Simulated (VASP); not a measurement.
Band structure of PtS (space group P4_2/mmc). Level of theory: PBEsol GGA with spin-orbit coupling, VASP's PBE PAW potentials (set 64) (plane waves; VASP 6.6.1).

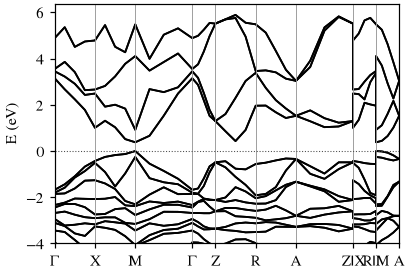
Figure: Bands along high-symmetry lines, zero at the valence-band maximum or, without a gap, the Fermi level

Problem. Read the plot: is there a gap, and where are the band edges?

Solution. The gap is direct, 0.38 eV, from the valence maximum at M to the conduction minimum at M.

Measured: gap 0.80 eV (computed value off by -0.42 eV), as given by M. J. van Setten et al., Physical Review B (2017), arXiv:1709.07349.

The structure comes from a computed database's PtS entry (P4_2/mmc), a phase known from measurement. It was relaxed first.
